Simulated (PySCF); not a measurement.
**C$_{4}$HF$_{2}$ (SMILES [C]#C/C(F)=C\F) (doublet): density, localisation and related maps**

```xyz
7

C     2.5629   -0.1358   -0.0823
C     1.3835    0.1038   -0.1898
C     0.0451    0.4603    0.0946
F    -0.2168    1.7716    0.1915
C    -0.9720   -0.3961    0.2588
F    -0.8021   -1.7104    0.1926
H    -1.9974   -0.0885    0.4072
```

Geometry: GFN2-xTB.

The calculation used UKS B3LYP, pcH-1 on C F H, non-relativistic, mean-field spin-orbit, GIAO (PySCF 2.14.0, density-fitted response routines).

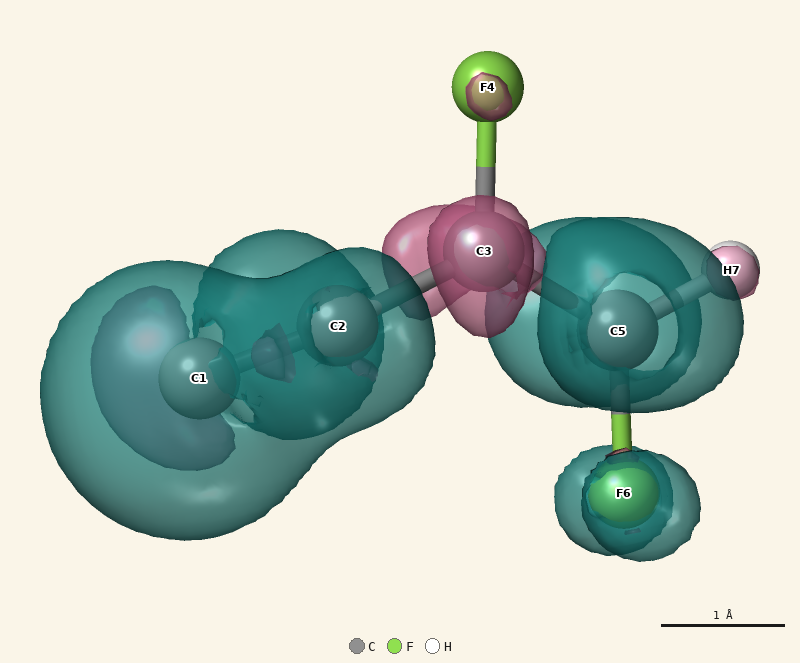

Figure 1. Isosurfaces of the spin density at +0.015 (teal) and −0.015 e/Å³ (pink), seen at a tilt.

Question: Where is the unpaired spin?

Answer: The unpaired spin (1 electron) lies mostly on C1 (about 0.5), C5 (about 0.2) and C2 (about 0.2), in electrons by Hirshfeld's partition.

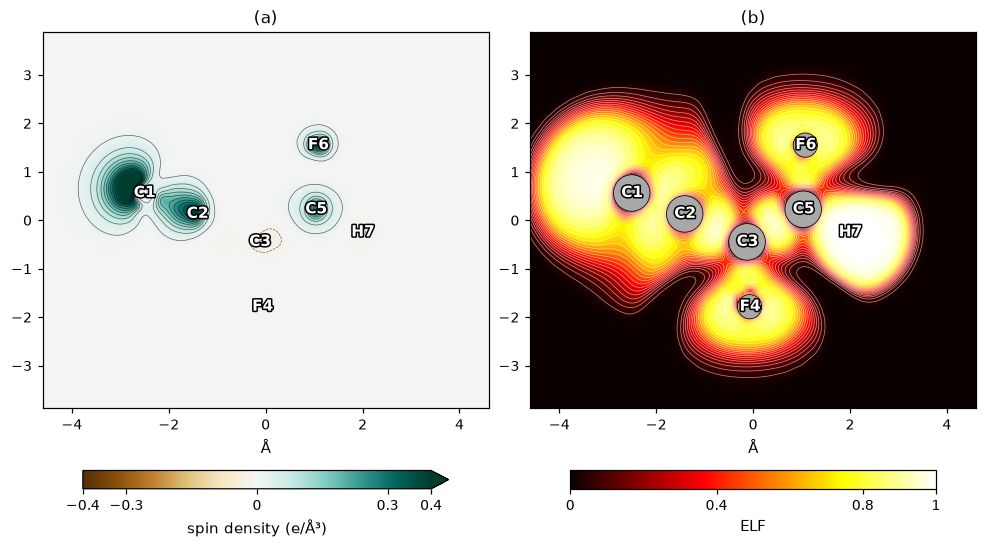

Figure 2. (a) spin density; (b) ELF on the plane of atoms C3, C5 and H7. Grey discs cover the atomic cores in the ELF map.

Question: Describe what can be read from this map.

Answer:
- The section cuts through C, F and H sites.
- C–C (1.21 Å): the ELF peaks at about 0.90 between the atoms; a short, multiple covalent bond.
- C–F (1.33 Å): the ELF peaks at about 0.85 between the atoms, as expected for a shared but strongly polarised pair.
- C–H (1.08 Å): the ELF climbs to about 1 towards the hydrogen, as it does in any bond to H; an ordinary covalent bond to hydrogen.
- C–C (1.34 Å): the ELF peaks at about 0.95 between the atoms; a multiple bond.
- The ELF also peaks beside F4, C1 and F6, away from the bonds: non-bonding electrons, paired or unpaired.

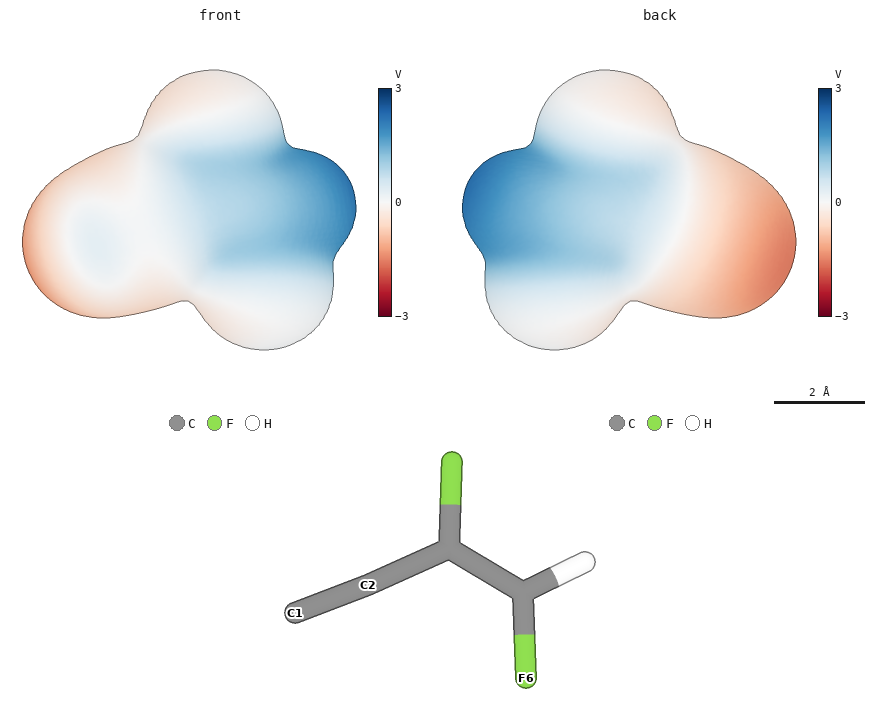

Figure 3. The electrostatic potential painted on the density surface at 0.002 e/bohr³, seen from the front and from behind; the colour scale runs from red (negative) to blue (positive). The bare structure is drawn below in the same view.

Question: Describe the electrostatic potential map.

Answer: The most negative region (about −1.5 V, or −35 kcal/mol for a unit charge) lies over C1, the most positive (about +2.2 V, or +51 kcal/mol for a unit charge) over H7.
